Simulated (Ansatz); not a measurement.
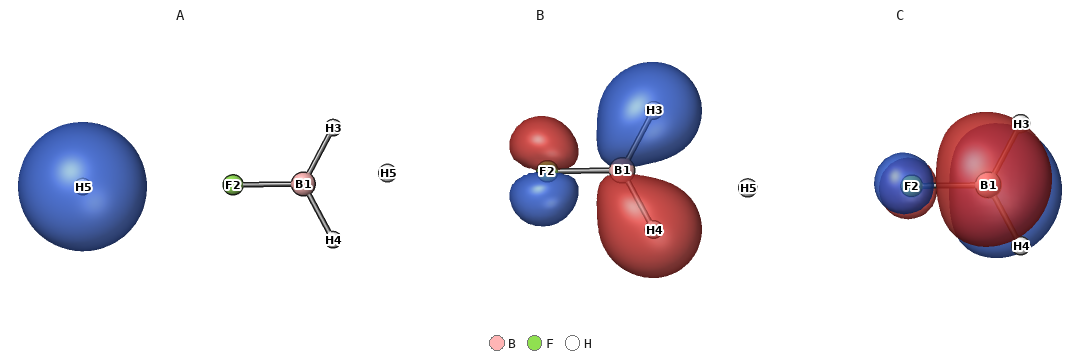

*BFH2···H (doublet). Three frontier orbitals at ±0.15 Å⁻³ᐟ² (red and blue are the two phases), in no order.*

Level of theory: UKS B3LYP-D4/6-31G* (Ansatz).

```xyz
5

B     0.0000    0.0000   -0.2385
F     0.0000    0.0000    1.0849
H     1.0572    0.0000   -0.7982
H    -1.0572    0.0000   -0.7982
H     0.0000    0.0000    3.9199
```

**Order the three orbitals by energy and name them. All are α orbitals.**

B is the HOMO−1 (α) (−8.88 eV). Its weight (Hirshfeld) is mainly on B1 (about 30 %), F2 (about 25 %), H3 (about 20 %) and H4 (about 20 %); it is symmetric in the molecular plane (an in-plane orbital: σ, lone-pair or in-plane π type). A is the HOMO (α) (−8.38 eV). Its weight (Hirshfeld) is mainly on H5 (about 100 %); it is symmetric in the molecular plane (an in-plane orbital: σ, lone-pair or in-plane π type). C is the LUMO (α) (−0.91 eV). It lies mainly on B1 (about 70 %), F2 (about 15 %), H3 (about 5 %) and H4 (about 5 %); it changes sign across the molecular plane (π type).

**What is the gap between the highest occupied and lowest empty α orbitals?**

7.47 eV between the orbital energies.
